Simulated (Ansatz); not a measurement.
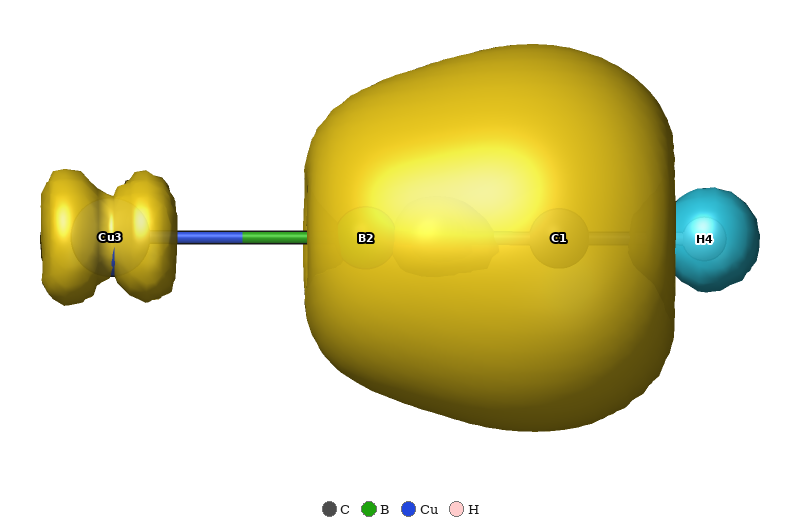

Figure 1: CHBCu (SMILES [CH+]=[B][Cu]) (charge +1, triplet). Isosurfaces of the spin density at +0.03 (yellow) and −0.03 e/Å³ (cyan), seen from one side.

Geometry: B3LYP-D4/def2-TZVP.

Level of theory: isolated molecule in a Gaussian basis; Kohn-Sham density functional theory, functional PBE0 in Ansatz.

Question: Which atoms carry the spin?

Answer: The unpaired spin (2 electrons) lies mostly on C1 (about 1.4) and B2 (about 0.5), in electrons by Hirshfeld's partition.
